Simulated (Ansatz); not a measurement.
Input

```
crystal:
  periodic: [false, false, false]
  atoms:
    - {symbol: Sn, position_ang: [-0.840181, 0.272576, -1.018649]}
    - {symbol: Cl, position_ang: [2.849445, -1.062510, 0.013270]}
    - {symbol: H, position_ang: [-0.622388, -1.029480, -2.085767]}
    - {symbol: H, position_ang: [-2.459877, 0.571293, -0.599204]}
    - {symbol: H, position_ang: [0.036850, 1.671487, -1.402698]}
    - {symbol: H, position_ang: [1.624420, -0.808830, 0.436490]}
    - {symbol: O, position_ang: [-0.008309, -0.454994, 0.679085]}
    - {symbol: O, position_ang: [-0.092201, 0.640497, 1.607640]}
    - {symbol: H, position_ang: [-0.487860, 0.200158, 2.369834]}
basis:
  gaussian: {orbitals: def2-TZVPP}
hamiltonian: {xc: pbe0, dispersion: d4}
output: {orbitals: {seedname: orbitals}}
```

Command:

```sh
ansatz run in.yaml --threads 4 --pin off --events-out ev --progress --plain --max-ram 9574MiB
```

The product side of a reaction path; geometry: PBE0-D4/def2-TZVP; core potentials replace the inner electrons of Sn.

All numbers below come from RKS PBE0-D4/def2-TZVPP (Ansatz 0.2.0).

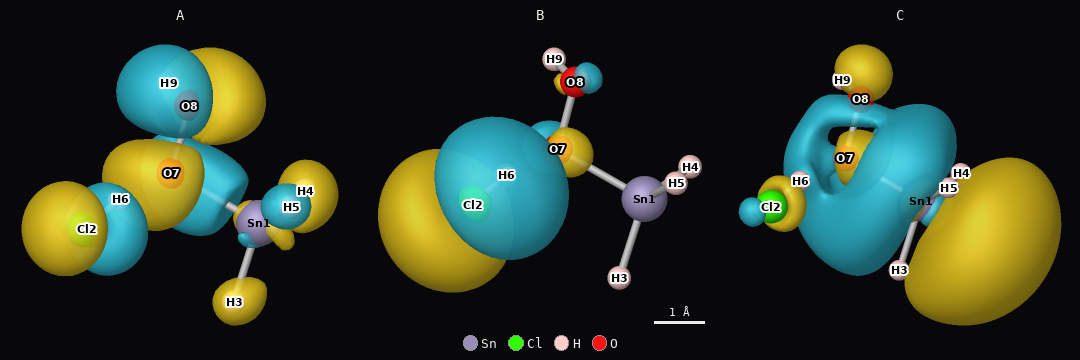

H4O2Sn···HCl. Three frontier orbitals at ±0.06 Å⁻³ᐟ² (yellow and cyan are the two phases), in no order.

Which picture is the HOMO−1, the HOMO and the LUMO?

B is the HOMO−1 (−8.40 eV). Its weight (Hirshfeld) is mainly on Cl2 (about 95 %); largely a lone pair of Cl2. A is the HOMO (−7.97 eV). By Hirshfeld shares it lies mainly on O7 (about 40 %), O8 (about 40 %) and Cl2 (about 10 %); π-antibonding (π*) across O7–O8. C is the LUMO (−1.09 eV). By Hirshfeld shares it lies mainly on Sn1 (about 65 %) and O7 (about 15 %).

What is the HOMO–LUMO gap?

6.88 eV between the orbital energies.
